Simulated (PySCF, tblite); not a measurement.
# C6H7FSi: geometry, infrared bands and NMR shifts

Aim: predict the infrared bands and NMR shifts of C6H7FSi (`C#C[Si@@H]1C(F)=C[C@@H]1C`).

Programs: tblite 0.8.0 and PySCF 2.14.0, with density-fitted response routines of our own. Each step states its level of theory. These are calculated values for one molecule in the gas phase, unless marked as measured. Atoms are numbered from 0 throughout.

### Step 1. Starting geometry

15 atoms, charge 0, multiplicity 1; geometry from: force field or distance geometry start.

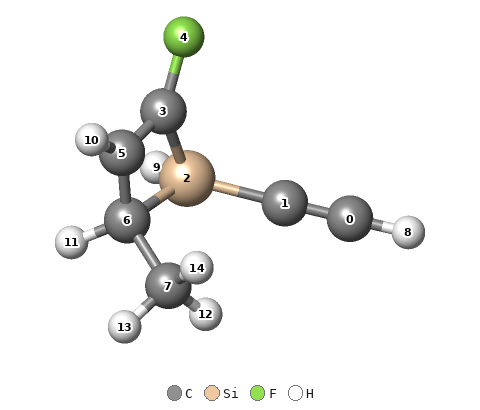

The starting geometry (carbon grey, silicon light orange, fluorine green, hydrogen white), atoms numbered.

### Step 2. Relaxing the molecule with GFN2-xTB

What the job is given:

```
{"job": {"kind": "relax", "xc": "GFN2-xTB", "basis": "xTB"}, "charge": 0, "multiplicity": 1}
C      2.429200     0.131500     1.845400
C      1.695600    -0.433900     1.083500
Si     0.611200    -1.302100    -0.075400
C      0.539000    -0.477300    -1.674100
F      1.515800    -0.328200    -2.651500
C     -0.684300    -0.077800    -1.641500
C     -1.033200    -0.594200    -0.355300
C     -1.337700     0.454100     0.738600
H      3.083500     0.658000     2.520500
H      0.738100    -2.761500    -0.059100
H     -1.276400     0.502000    -2.393100
H     -1.898900    -1.333300    -0.364400
H     -0.877000     0.163300     1.701400
H     -2.445000     0.441000     0.890300
H     -1.064100     1.460700     0.413000
```

Launch:

```
> OMP_NUM_THREADS=1 python probes_run.py task.json out
```

One launch serves the whole session: the jobs run in the order shown.

**Question.** This job is followed by: GFN2-xTB harmonic vibrations, gas phase; GIAO PBE0/pcSseg-1 NMR shielding, non-relativistic, gas phase. What will the session give for the following? strongest single infrared mode (GFN2-xTB); zero-point energy (GFN2-xTB); 13C shifts against TMS (PBE0/pcSseg-1); 1H shifts against TMS (PBE0/pcSseg-1, means over atoms taken as alike); 29Si shifts against TMS (PBE0/pcSseg-1); 19F shifts against CFCl3 (PBE0/pcSseg-1).

**Answer**, as computed:

| quantity | value |
| --- | --- |
| strongest single infrared mode (GFN2-xTB) | 2272 cm⁻¹, 340 km/mol |
| zero-point energy (GFN2-xTB) | 66.0 kcal/mol |
| 13C shifts against TMS (PBE0/pcSseg-1) | 171.8, 141.2, 107.9, 85.1, 22.8, 20.0 ppm |
| 1H shifts against TMS (PBE0/pcSseg-1, means over atoms taken as alike) | 6.17, 5.34, 2.20, 1.97, 1.38 ppm |
| 29Si shifts against TMS (PBE0/pcSseg-1) | -35.6 ppm |
| 19F shifts against CFCl3 (PBE0/pcSseg-1) | -87.5 ppm |

Relaxing lowered the energy by 0.933 eV in 93 steps; the close pair that moved most is Si2–C6, from 1.812 to 1.943 Å. No mode is imaginary among the 39: a minimum at this level. The strongest single mode, at 2272 cm⁻¹, moves mainly H9. Unscaled tight-binding wavenumbers are off by several per cent, some by more. Its intensities can rank the bands wrongly. The most deshielded hydrogen is H10 (hydrogen on an alkene CH), at 6.17 ppm: attached to an sp2 carbon and in the plane of the double bond. At PBE0/pcSseg-1: The widest tensor belongs to C1: span 282 ppm, with a paramagnetic part of -156 ppm.
